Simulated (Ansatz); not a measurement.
BCl$_{3}$H$_{4}$OSi (SMILES Cl[BH2-][OH+][SiH](Cl)Cl)

```yaml
atoms:
  - { symbol: B, position_ang: [2.6148, -0.8883, -0.3399] }
  - { symbol: Cl, position_ang: [3.1658, -2.5921, 0.0642] }
  - { symbol: Cl, position_ang: [0.0709, -2.4851, -3.5824] }
  - { symbol: Cl, position_ang: [1.5772, 0.5052, -3.7573] }
  - { symbol: O, position_ang: [1.2640, -1.1207, -1.2454] }
  - { symbol: Si, position_ang: [1.6240, -1.3365, -2.9108] }
  - { symbol: H, position_ang: [2.2547, -0.2423, 0.6151] }
  - { symbol: H, position_ang: [3.3398, -0.3293, -1.1450] }
  - { symbol: H, position_ang: [0.6432, -1.7426, -0.8336] }
  - { symbol: H, position_ang: [2.9112, -2.0162, -3.0966] }
```

Geometry: PBE0-D4/def2-SVP.

These are results of isolated molecule in a Gaussian basis; Kohn-Sham density functional theory, functional PBE0 in Ansatz, not measurements.

Predict the electron density and electron localisation function between the atoms.

B–O (1.64 Å): the density is about 1 e/Å³ at the midpoint; the ELF peaks at about 0.90 between the atoms, as expected for a shared but strongly polarised pair.
B–Cl (1.84 Å): ρ at the midpoint is about 1.1 e/Å³, with its minimum of 0.81 e/Å³ about 0.6 Å from B; the ELF peaks at about 0.90 between the atoms: a polar covalent bond.

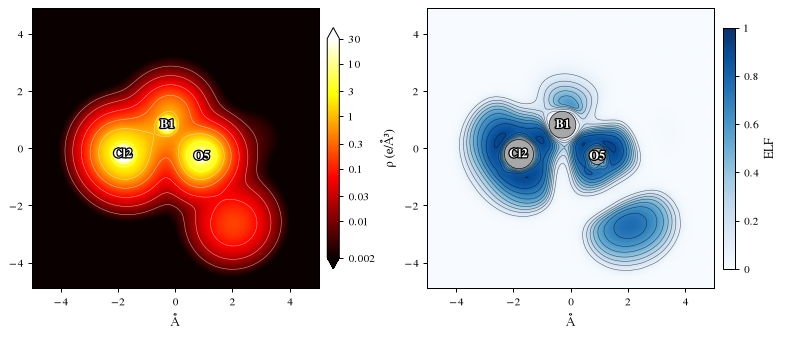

Computed electron density and electron localisation function on the plane of atoms Cl2, B1 and O5, in this order. Grey discs cover the atomic cores in the ELF map. 
